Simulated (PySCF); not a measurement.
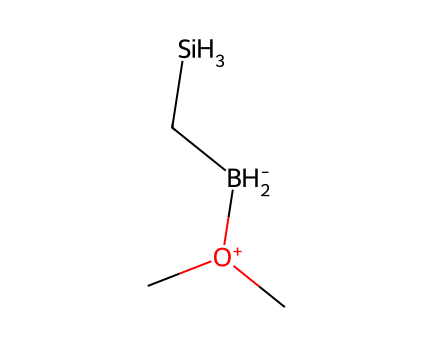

Skeletal drawing of a molecule.

Give its SMILES.

Answer. C[O+](C)[BH2-]C[SiH3]

What is the molecular formula?

Answer. C3H13BOSi.

More results for the same structure follow; atom numbers are the same in all pictures, views and colours differ. The geometry was computed by an optimisation with PBE0-D3(BJ)/def2-SVP. No frequency run is at hand to confirm it as a minimum.

**Shape**

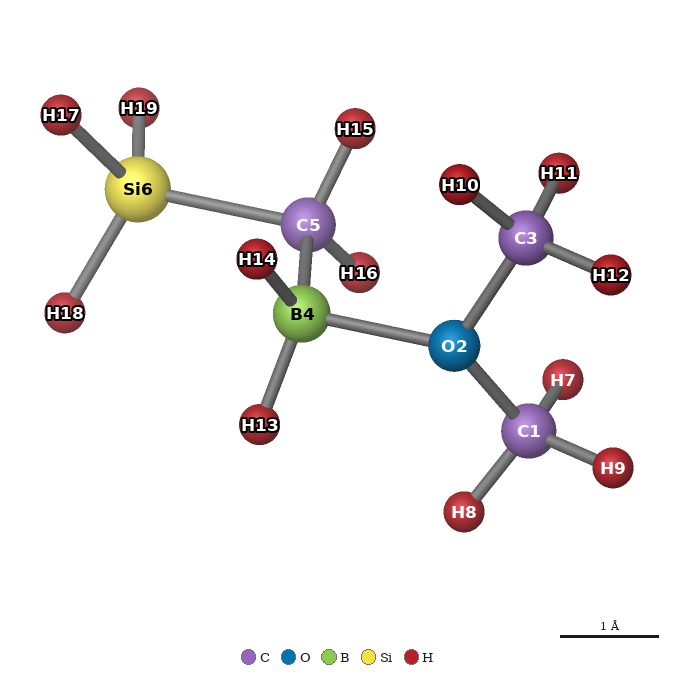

Numbered structure. No frequency run is at hand to confirm it as a minimum.

Give these bond angles: C1–O2–C3, O2–C1–H7, O2–C1–H8, O2–C3–H11, O2–C3–H12, O2–B4–C5, O2–B4–H13, O2–B4–H14, C5–B4–H13, C5–Si6–H18, C5–Si6–H19, Si6–C5–H15.

```tsv
angle	degrees
C1–O2–C3	114.2
O2–C1–H7	110.7
O2–C1–H8	106.7
O2–C3–H11	110.7
O2–C3–H12	109.1
O2–B4–C5	108.9
O2–B4–H13	100.9
O2–B4–H14	101.0
C5–B4–H13	115.0
C5–Si6–H18	111.4
C5–Si6–H19	111.5
Si6–C5–H15	106.1
```

**NMR shielding**

The questions are on isotropic NMR shieldings of the C atoms. No frequency run is at hand to confirm it as a minimum. Level of theory: GIAO PBE0/pcSseg-0 NMR shielding, non-relativistic, gas phase (PySCF 2.14.0).

List the isotropic NMR shieldings of the C atoms.

```csv
atom,σ (ppm)
C1,125.9
C3,126.0
C5,203.9
```

**Quadrupole coupling**

No frequency run is at hand to confirm it as a minimum. Electric field gradients from the ground-state density, PBE0/aug-cc-pVDZ (PySCF 2.14.0), non-relativistic apart from any core potentials.

Give the largest field-gradient component, the quadrupole coupling constant and the asymmetry for 17O at O2 (Q = −25.6 mb), 11B at B4 (Q = 40.59 mb), 2H at H7 (Q = 2.86 mb), 2H at H8 (Q = 2.86 mb), 2H at H9 (Q = 2.86 mb), 2H at H10 (Q = 2.86 mb).

```tsv
atom	V_zz (a.u.)	e²qQ/h (MHz)	η
O2	−1.882	11.32	0.59
B4	0.341	3.25	0.02
H7	0.284	0.191	0.09
H8	0.291	0.196	0.08
H9	0.287	0.193	0.10
H10	0.291	0.196	0.08
```

**Electronic properties**

No frequency run is at hand to confirm it as a minimum. Method: PBE0/cc-pVDZ, gas phase (PySCF 2.14.0).

Predict the main results.

- dipole moment: 5.79 D
- HOMO energy (Kohn–Sham orbital): −7.65 eV
- LUMO energy (Kohn–Sham orbital): 1.13 eV
- HOMO–LUMO gap: 8.78 eV

**Bond orders**

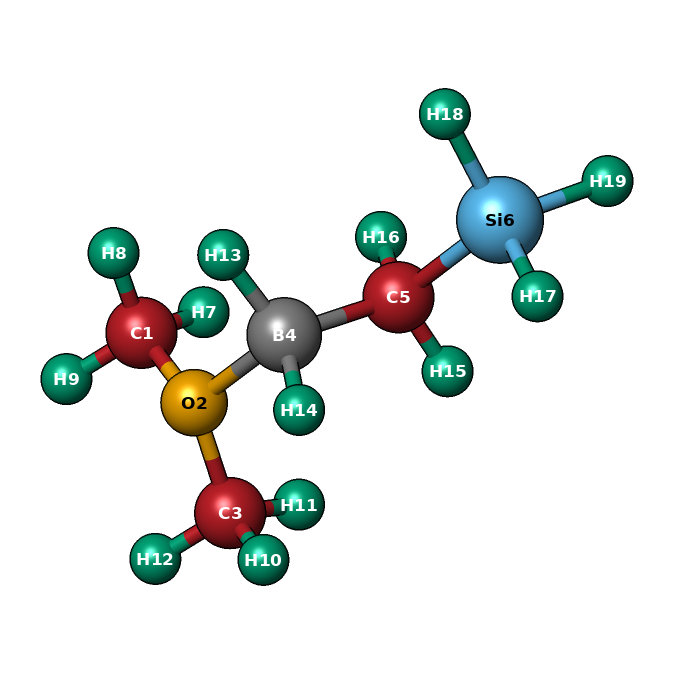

Every bond is drawn as one stick. No frequency run is at hand to confirm it as a minimum. Method: PBE0/pcSseg-0 (PySCF 2.14.0).

List the Mayer bond orders of C1–O2, O2–C3, O2–B4, B4–C5, C5–Si6 (bonds between heavy atoms, one of each equivalent set). Atoms whose distances differ by more than 0.02 Å in this geometry are listed apart.

| bond | Mayer order | length (Å) |
| --- | --- | --- |
| C1–O2 | 0.71 | 1.418 |
| O2–C3 | 0.71 | 1.418 |
| O2–B4 | 0.37 | 1.672 |
| B4–C5 | 0.76 | 1.605 |
| C5–Si6 | 0.82 | 1.876 |
